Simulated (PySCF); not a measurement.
C$_{2}$H$_{22}$O$_{5}$Si$_{8}$

Input file:

```
{"job": {"xc": "wB97X-D", "basis": "6-31G*", "kind": "nmr", "pop": true}, "charge": 0, "multiplicity": 1}
C      4.287380     0.418569     1.050148
O      3.417987     1.351918     0.486842
Si     1.813355     1.235283     0.234607
Si     0.599611     0.880518     2.149157
O      1.538375     0.009772    -0.796847
Si     1.061589    -0.726205    -2.157605
Si    -0.180594     0.674237    -3.468034
O      0.185265    -2.027749    -1.723777
Si    -0.633641    -2.637733    -0.465378
Si     0.785665    -3.190597     1.241325
O     -1.667611    -1.525728     0.127873
Si    -2.505285    -0.169896    -0.117748
Si    -3.733689     0.155841     1.792579
O     -1.393870     1.013772    -0.329770
C     -1.731241     2.360916    -0.456510
H      5.300050     0.819593     0.986335
H      4.242124    -0.530726     0.509849
H      4.037262     0.239134     2.099723
H      1.696749     2.487696    -0.516021
H      1.468206     0.816323     3.345289
H     -0.207867    -0.343250     2.237659
H     -0.302125     2.012215     2.431972
H      2.287030    -1.349260    -2.671280
H     -1.637159     0.456200    -3.475321
H     -0.004157     2.102916    -3.155352
H      0.208194     0.555601    -4.884879
H     -1.493053    -3.611864    -1.141407
H      1.958475    -2.313204     1.409079
H      0.145376    -3.237100     2.565247
H      1.350092    -4.536520     1.036593
H     -3.241086    -0.308601    -1.387664
H     -4.779361     1.170854     1.567297
H     -4.454141    -1.033899     2.263327
H     -2.980718     0.655825     2.953795
H     -0.812573     2.945072    -0.477399
H     -2.288645     2.531652    -1.380432
H     -2.347882     2.684845     0.387147
```

Command:

```sh
OMP_NUM_THREADS=1 python ens_run.py task.json out
```

Geometry: GFN2-xTB.

All numbers below come from wB97X-D/6-31G*, SCF density, gas phase, non-relativistic in PySCF 2.14.0.

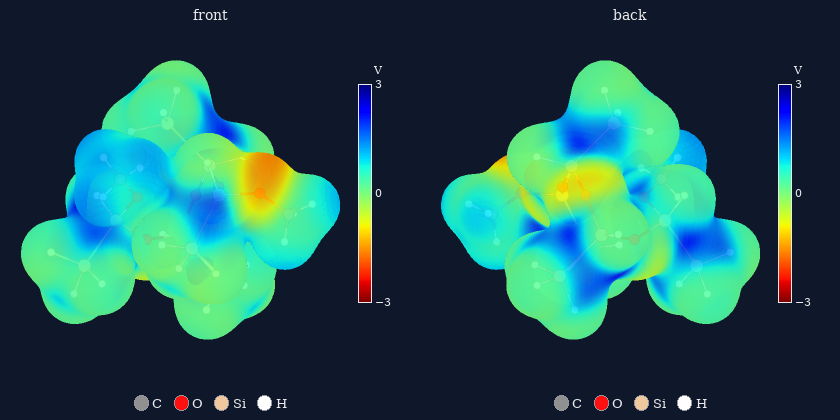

Figure 1. The electrostatic potential painted on the density surface at 0.004 e/bohr³, seen from the front and from behind; the colour scale runs from red (negative) to blue (positive).

> Which sites attract a positive test charge, and which a negative one?

A positive charge is drawn to the negative regions and a negative charge to the positive ones. The most negative region (about −1.5 V) lies over O2, the most positive (about +2.1 V) over Si6, Si9 and Si12. O2 is the likeliest acceptor of a hydrogen bond.

> What dipole moment does the calculation give?

Its dipole moment is 0.87 D.

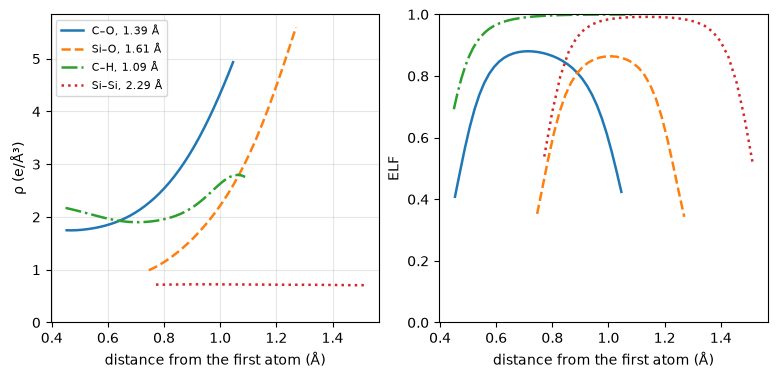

Figure 2. Electron density and electron localisation function along straight lines between neighbouring atoms. The curves leave out the atomic cores.

> Compare the contacts.

C–O (1.39 Å): ρ is about 2.1 e/Å³ halfway, with its minimum of 1.7 e/Å³ about 0.5 Å from C; the ELF peaks at about 0.90 between the atoms (a shared but strongly polarised pair).
Si–O (1.61 Å): ρ is about 1.2 e/Å³ halfway; the ELF peaks at about 0.85 between the atoms: a polar covalent bond.
C–H (1.09 Å): the density is about 2 e/Å³ at the midpoint; the ELF climbs to about 1 towards the hydrogen, as it does in any bond to H (an ordinary covalent bond to hydrogen).
Si–Si (2.29 Å): ρ at the midpoint is about 0.72 e/Å³; the ELF peaks at about 1 between the atoms (a covalent bond).
